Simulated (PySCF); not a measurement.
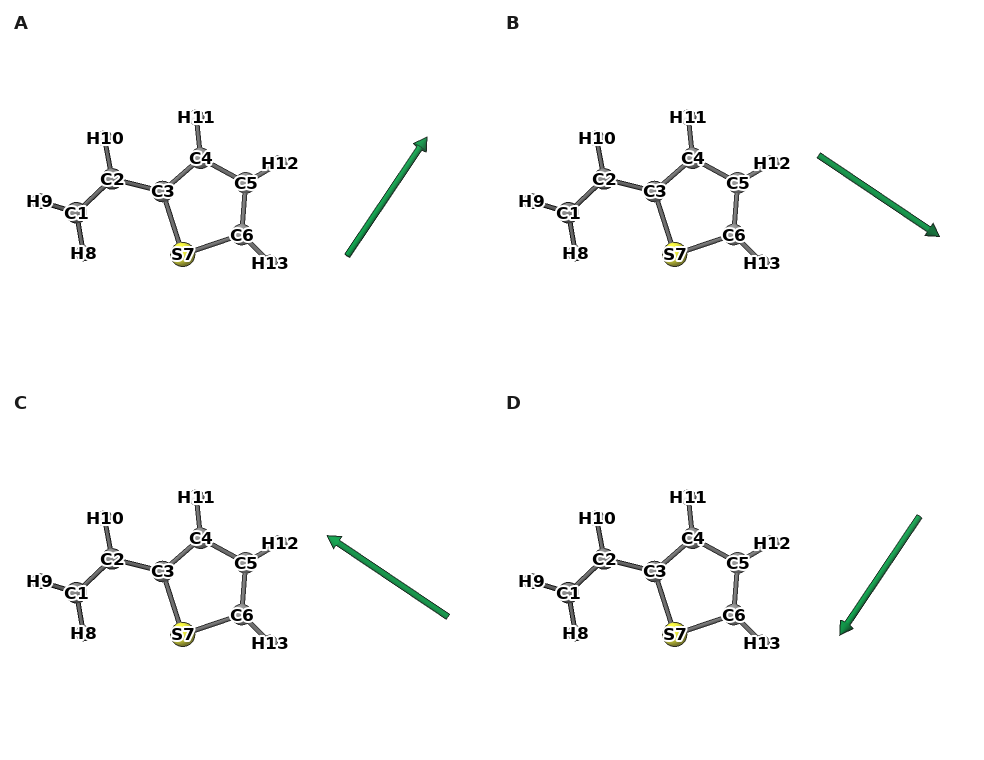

The same molecule four times, each with an arrow. Computed geometry: GFN2-xTB optimisation. No frequency run is at hand to confirm it as a minimum. Level of theory: CAM-B3LYP/def2-SVPD, gas phase (PySCF 2.14.0).

> Which arrow points along the dipole moment, from the negative to the positive end?

A. The dipole moment is 0.71 D; it points from the side of H8 to the side of H12 (the outermost atoms at the two ends).
